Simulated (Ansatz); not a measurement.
AlSiNH6: geometry relaxation (part 1 of 2)

AlSiNH6, computed with RKS PBE-D4/def2-SVP (Ansatz 0.2.0).

The geometry: force-field start. Figures and captions count atoms from 1; the log counts them from 0 in places.

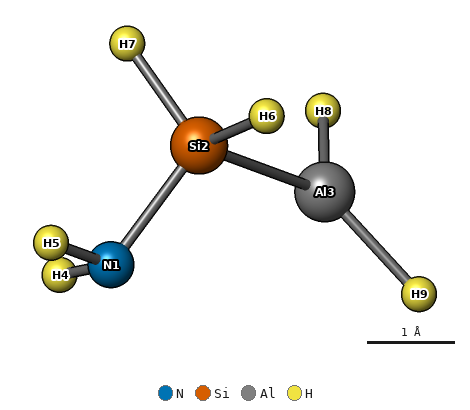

*The starting structure (ball-and-stick view, seen at an oblique angle; atoms are numbered from 1 in the order of the input). Sticks mark near contacts.*

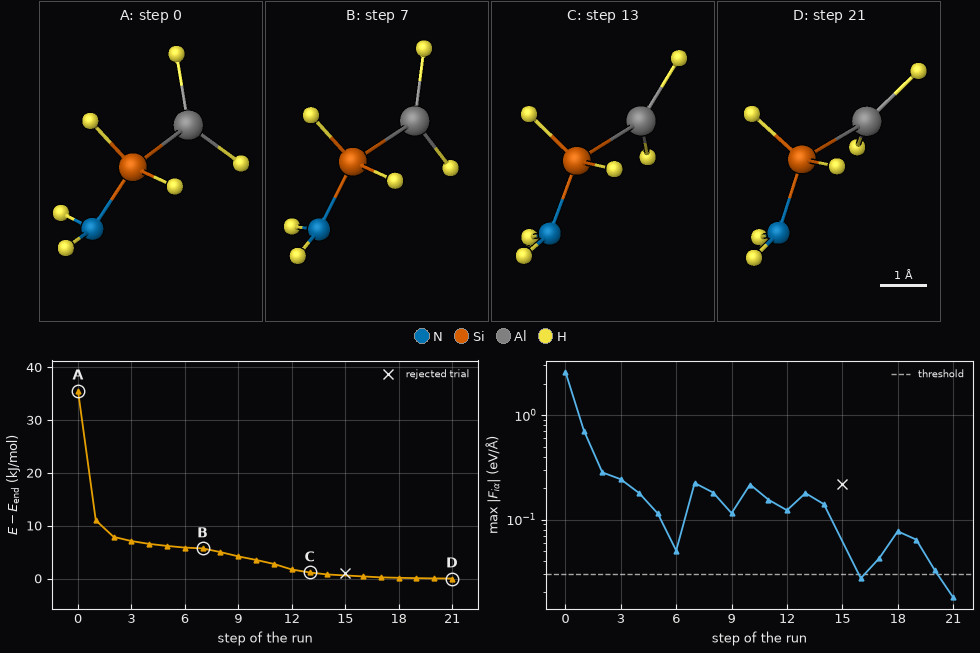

*Frames of the relaxation (ball-and-stick view, seen at a tilt) above the curves, on which the letters mark them (the first geometry is step 0 here and step 1 in the log).*

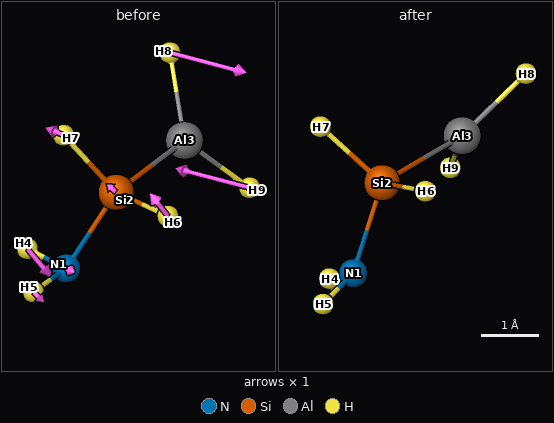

*Before (left) and after (right) the relaxation, at one scale (ball-and-stick view, seen at a tilt). The pink arrows give the displacements, at true length.*

Over 21 geometry steps the energy falls by 35.6 kJ/mol. The largest force component goes from 2.6 to 0.018 eV/Å. The line search rejected the trial step at point 15 (counted from 0) and went back. H9 moves most after the best rigid fit: 1.60 Å. By element the largest moves are H 1.60 Å, Si 0.26 Å, N 0.26 Å, Al 0.09 Å. Among the contacts that change: Si2–Al3 2.347 → 2.463 Å, N1–H5 1.093 → 1.025 Å, Si2–H7 1.489 → 1.526 Å, Al3–H8 1.637 → 1.606 Å. Among the angles that change: Si2–N1–H5 108.0° → 117.9°, Si2–N1–H4 107.8° → 116.9°, N1–Si2–H7 110.0° → 116.7°. (Atoms are counted from 1 in the order of the input.)

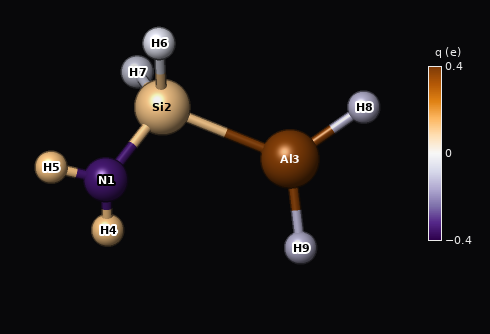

*Mulliken charges, as the colour of each atom (ball-and-stick view, seen at a tilt; atoms are numbered from 1 in the order of the input).*

By element: N −0.35, Si +0.12, Al +0.38 and H −0.13 to +0.13 e.

These pictures come from the run below.

Input:
```yaml
crystal:
  periodic: [false, false, false]
  atoms:
    - {symbol: N, position_ang: [-1.211000, 0.591700, -0.956300]}
    - {symbol: Si, position_ang: [0.331200, 0.626800, -0.158000]}
    - {symbol: Al, position_ang: [0.444400, -1.233900, 1.268500]}
    - {symbol: H, position_ang: [-1.225100, -0.211100, -1.565200]}
    - {symbol: H, position_ang: [-1.259500, 1.445900, -1.637000]}
    - {symbol: H, position_ang: [0.491300, 1.880200, 0.624600]}
    - {symbol: H, position_ang: [1.426800, 0.553200, -1.164000]}
    - {symbol: H, position_ang: [1.654900, -2.314600, 1.050400]}
    - {symbol: H, position_ang: [-0.564600, -1.384500, 2.519900]}
basis:
  gaussian: {orbitals: def2-SVP}
hamiltonian: {xc: pbe, dispersion: d4}
relax: {f_tol: 0.03, max_steps: 200}
```

Command:
```bash
ansatz run in.yaml --threads 2 --pin off --events-out ev --progress --plain --max-ram 4352MiB
```

Output:
```
Functional definition: PBE
  name "PBE"
  cite "Perdew, Burke & Ernzerhof, Phys. Rev. Lett. 77, 3865 (1996) doi:10.1103/PhysRevLett.77.3865"
  parent pbe
  parameter kappa = 0.804
  parameter beta = 0.06672455060314922
  exchange = pbe_x(kappa = kappa, mu = beta*pi^2/3)
  correlation = pbe_c(beta = beta)
909 factors; their error is unknown
mean field evaluation 1: about -16038.4062 eV, gradient 5.9e1 eV
mean field evaluation 2: about -15975.9253 eV, gradient 1.3e2 eV
mean field evaluation 4: about -16045.7296 eV, gradient 9.1e0 eV
mean field evaluation 8: about -16045.9406 eV, gradient 1.5e-1 eV
mean field evaluation 16: about -16045.8796 eV, gradient 6.8e-5 eV
mean field -16045.87958473 eV, -589.6751984512 hartree, gradient 1.5e-5 eV, S^2 0.000000; 0 other end points of the search recorded, 0 dependent functions left out
the calculation of the forces begins
reference -16045.87962763 eV, -589.6752000274 hartree; 20, 20 occupied and 60, 60 virtual orbitals, 909 factors
relax step   1: F+E_penalty+E_count = -16046.03658027 eV  Δ(F+E_penalty+E_count) = +0.000e0 eV  max|allowed force component| = 2.608e0 eV/Å  Δτ_max = 0.0000 Å  (26 SCF iters, accepted)
these checks for a lower state are left out or cut short: starts, cluster_reference, orbital_swaps, neighbouring_geometries, increment
909 factors; their error is unknown
mean field -16046.13931325 eV, -589.6847432979 hartree, gradient 9.4e-6 eV, S^2 0.000000; 0 other end points of the search recorded, 0 dependent functions left out
[... from here on the field's lines of each further geometry are left out, up to the last ...]
relax step   2: F+E_penalty+E_count = -16046.29117180 eV  Δ(F+E_penalty+E_count) = -2.546e-1 eV  max|allowed force component| = 7.124e-1 eV/Å  Δτ_max = 0.1773 Å  (27 SCF iters, accepted)
relax step   3: F+E_penalty+E_count = -16046.32364181 eV  Δ(F+E_penalty+E_count) = -3.247e-2 eV  max|allowed force component| = 2.829e-1 eV/Å  Δτ_max = 0.0724 Å  (26 SCF iters, accepted)
relax step   4: F+E_penalty+E_count = -16046.33188160 eV  Δ(F+E_penalty+E_count) = -8.240e-3 eV  max|allowed force component| = 2.430e-1 eV/Å  Δτ_max = 0.0290 Å  (27 SCF iters, accepted)
relax step   5: F+E_penalty+E_count = -16046.33744453 eV  Δ(F+E_penalty+E_count) = -5.563e-3 eV  max|allowed force component| = 1.787e-1 eV/Å  Δτ_max = 0.0397 Å  (26 SCF iters, accepted)
relax step   6: F+E_penalty+E_count = -16046.34143347 eV  Δ(F+E_penalty+E_count) = -3.989e-3 eV  max|allowed force component| = 1.144e-1 eV/Å  Δτ_max = 0.1035 Å  (26 SCF iters, accepted)
relax step   7: F+E_penalty+E_count = -16046.34471078 eV  Δ(F+E_penalty+E_count) = -3.277e-3 eV  max|allowed force component| = 5.036e-2 eV/Å  Δτ_max = 0.1365 Å  (27 SCF iters, accepted)
relax step   8: F+E_penalty+E_count = -16046.34631511 eV  Δ(F+E_penalty+E_count) = -1.604e-3 eV  max|allowed force component| = 2.237e-1 eV/Å  Δτ_max = 0.1949 Å  (27 SCF iters, accepted)
relax step   9: F+E_penalty+E_count = -16046.35352106 eV  Δ(F+E_penalty+E_count) = -7.206e-3 eV  max|allowed force component| = 1.814e-1 eV/Å  Δτ_max = 0.0560 Å  (26 SCF iters, accepted)
relax step  10: F+E_penalty+E_count = -16046.36189803 eV  Δ(F+E_penalty+E_count) = -8.377e-3 eV  max|allowed force component| = 1.150e-1 eV/Å  Δτ_max = 0.1686 Å  (27 SCF iters, accepted)
relax step  11: F+E_penalty+E_count = -16046.36893137 eV  Δ(F+E_penalty+E_count) = -7.033e-3 eV  max|allowed force component| = 2.165e-1 eV/Å  Δτ_max = 0.1950 Å  (26 SCF iters, accepted)
relax step  12: F+E_penalty+E_count = -16046.37678234 eV  Δ(F+E_penalty+E_count) = -7.851e-3 eV  max|allowed force component| = 1.548e-1 eV/Å  Δτ_max = 0.0858 Å  (26 SCF iters, accepted)
relax step  13: F+E_penalty+E_count = -16046.38765978 eV  Δ(F+E_penalty+E_count) = -1.088e-2 eV  max|allowed force component| = 1.226e-1 eV/Å  Δτ_max = 0.1958 Å  (26 SCF iters, accepted)
relax step  14: F+E_penalty+E_count = -16046.39351215 eV  Δ(F+E_penalty+E_count) = -5.852e-3 eV  max|allowed force component| = 1.791e-1 eV/Å  Δτ_max = 0.1947 Å  (26 SCF iters, accepted)
relax step  15: F+E_penalty+E_count = -16046.39742740 eV  Δ(F+E_penalty+E_count) = -3.915e-3 eV  max|allowed force component| = 1.402e-1 eV/Å  Δτ_max = 0.0850 Å  (26 SCF iters, accepted)
relax step  16: F+E_penalty+E_count = -16046.39538563 eV  Δ(F+E_penalty+E_count) = +2.042e-3 eV  max|allowed force component| = 2.184e-1 eV/Å  Δτ_max = 0.0973 Å  (26 SCF iters, rejected (line search))
relax step  17: F+E_penalty+E_count = -16046.40124182 eV  Δ(F+E_penalty+E_count) = -3.814e-3 eV  max|allowed force component| = 2.731e-2 eV/Å  Δτ_max = 0.0473 Å  (26 SCF iters, accepted)
relax step  18: F+E_penalty+E_count = -16046.40310771 eV  Δ(F+E_penalty+E_count) = -1.866e-3 eV  max|allowed force component| = 4.256e-2 eV/Å  Δτ_max = 0.0907 Å  (26 SCF iters, accepted)
relax step  19: F+E_penalty+E_count = -16046.40396813 eV  Δ(F+E_penalty+E_count) = -8.604e-4 eV  max|allowed force component| = 7.707e-2 eV/Å  Δτ_max = 0.0892 Å  (26 SCF iters, accepted)
relax step  20: F+E_penalty+E_count = -16046.40461047 eV  Δ(F+E_penalty+E_count) = -6.423e-4 eV  max|allowed force component| = 6.416e-2 eV/Å  Δτ_max = 0.0312 Å  (27 SCF iters, accepted)
relax step  21: F+E_penalty+E_count = -16046.40515835 eV  Δ(F+E_penalty+E_count) = -5.479e-4 eV  max|allowed force component| = 3.279e-2 eV/Å  Δτ_max = 0.0633 Å  (26 SCF iters, accepted)
the calculation of the forces begins
reference -16046.25133820 eV, -589.6888601389 hartree; 20, 20 occupied and 60, 60 virtual orbitals, 909 factors
relax step  22: F+E_penalty+E_count = -16046.40535243 eV  Δ(F+E_penalty+E_count) = -1.941e-4 eV  max|allowed force component| = 1.795e-2 eV/Å  Δτ_max = 0.0098 Å  (26 SCF iters, accepted)
909 factors; their error is unknown
mean field -16046.25129486 eV, -589.6888585463 hartree, gradient 1.8e-5 eV, S^2 0.000000; 1 other end points of the search recorded, 0 dependent functions left out
the calculation of the forces begins
reference -16046.25133820 eV, -589.6888601389 hartree; 20, 20 occupied and 60, 60 virtual orbitals, 909 factors
Total energy: -16046.40539577 eV, -589.6945216503 hartree
Atom 0 at    -1.200235     0.834114    -0.767410 Å, force     0.004262     0.017951     0.003076 eV/Å
Atom 1 at     0.492139     0.536040    -0.379350 Å, force     0.004246    -0.012526     0.000259 eV/Å
Atom 2 at     0.515354    -1.288195     1.274899 Å, force     0.014184     0.008166     0.006770 eV/Å
Atom 3 at    -1.760872     0.024374    -1.047933 Å, force     0.002766    -0.005019    -0.004852 eV/Å
Atom 4 at    -1.419105     1.624427    -1.382590 Å, force    -0.007798    -0.003073     0.000399 eV/Å
Atom 5 at     1.038641     1.820516     0.199170 Å, force    -0.000512    -0.001068    -0.005463 eV/Å
Atom 6 at     1.419211     0.221757    -1.549683 Å, force    -0.003036     0.004109     0.004944 eV/Å
Atom 7 at     1.708410    -1.484933     2.332409 Å, force    -0.005558     0.000469    -0.004677 eV/Å
Atom 8 at    -0.705144    -2.334399     1.303387 Å, force    -0.008554    -0.009007    -0.000456 eV/Å
Dipole moment:    -0.176422     0.011511    -0.227211 e Å
```

Trajectory as extended XYZ (Å, eV, eV/Å), 22 frames, from step=1 to step=22:
```
9
Properties=species:S:1:pos:R:3:forces:R:3 step=1 energy=-16046.03658
N    -1.2110    0.5917   -0.9563   -0.8517   2.6080  -1.3053
Si    0.3312    0.6268   -0.1580    0.5373   0.1884  -0.1571
Al    0.4444   -1.2339    1.2685    0.4040  -0.9771   0.8544
H    -1.2251   -0.2111   -1.5652   -0.2907  -0.7721  -0.6089
H    -1.2595    1.4459   -1.6370   -0.1584  -1.6430   1.2770
H     0.4913    1.8802    0.6246    0.0046   0.4168   0.1328
H     1.4268    0.5532   -1.1640    0.6130   0.1669  -0.2039
H     1.6549   -2.3146    1.0504   -0.3117   0.1085   0.1076
H    -0.5646   -1.3845    2.5199    0.0535  -0.0965  -0.0966
9
Properties=species:S:1:pos:R:3:forces:R:3 step=2 energy=-16046.29117
N    -1.2381    0.6623   -1.0163   -0.0979   0.4755  -0.7125
Si    0.3358    0.6108   -0.2201    0.3330   0.1155   0.0605
Al    0.5170   -1.2699    1.3594   -0.0663  -0.3281   0.0428
H    -1.3424   -0.1560   -1.6303   -0.2035  -0.0486   0.0224
H    -1.3097    1.4875   -1.6592   -0.0370  -0.5204   0.5266
H     0.4806    1.8894    0.5589   -0.0311   0.1342   0.0965
H     1.5142    0.6388   -1.1783    0.0788  -0.0527   0.0048
H     1.6550   -2.4049    1.2030    0.0044   0.1180  -0.0027
H    -0.5239   -1.5042    2.5659    0.0195   0.1065  -0.0385
9
Properties=species:S:1:pos:R:3:forces:R:3 step=3 energy=-16046.32364
N    -1.2209    0.6429   -1.0005    0.1915  -0.1716  -0.2829
Si    0.3823    0.6373   -0.2334    0.0325  -0.1192   0.1498
Al    0.4899   -1.2973    1.3284    0.0379   0.0934  -0.0215
H    -1.3703   -0.1881   -1.5957   -0.0591   0.1419   0.1756
H    -1.3584    1.4532   -1.6180   -0.0901   0.0767   0.0310
H     0.4930    1.9246    0.5572   -0.0255  -0.0276  -0.0384
H     1.5853    0.6487   -1.1728   -0.0830   0.0173   0.0231
H     1.6565   -2.3943    1.1912   -0.0069  -0.0210   0.0113
H    -0.5689   -1.4733    2.5264    0.0027   0.0102  -0.0478
9
Properties=species:S:1:pos:R:3:forces:R:3 step=4 energy=-16046.33188
N    -1.2126    0.6506   -1.0177    0.2135  -0.2430  -0.0781
Si    0.3824    0.6221   -0.2288   -0.0984   0.0087  -0.0391
Al    0.5070   -1.3019    1.3338   -0.0187   0.0644  -0.0286
H    -1.3963   -0.1778   -1.6031   -0.0280   0.1186   0.1301
H    -1.3628    1.4695   -1.6172   -0.0434   0.0969   0.0026
H     0.4810    1.9142    0.5556    0.0012  -0.0355  -0.0089
H     1.5846    0.6436   -1.1659   -0.0317   0.0055   0.0233
H     1.6720   -2.4010    1.2093    0.0048  -0.0092   0.0120
H    -0.5669   -1.4656    2.5169    0.0007  -0.0063  -0.0132
9
Properties=species:S:1:pos:R:3:forces:R:3 step=5 energy=-16046.33744
N    -1.1959    0.6393   -1.0240    0.1787  -0.0233   0.0015
Si    0.3966    0.6158   -0.2346   -0.1772   0.0413  -0.1147
Al    0.5111   -1.2957    1.3281   -0.0079  -0.0032  -0.0006
H    -1.4097   -0.1801   -1.6046   -0.0096   0.0377   0.0458
H    -1.3886    1.4769   -1.5879    0.0020  -0.0341   0.0532
H     0.4840    1.9051    0.5532    0.0045  -0.0118   0.0009
H     1.5971    0.6488   -1.1683    0.0111   0.0029   0.0016
H     1.6736   -2.3999    1.2271    0.0110  -0.0060   0.0099
H    -0.5799   -1.4565    2.4939   -0.0125  -0.0036   0.0024
```
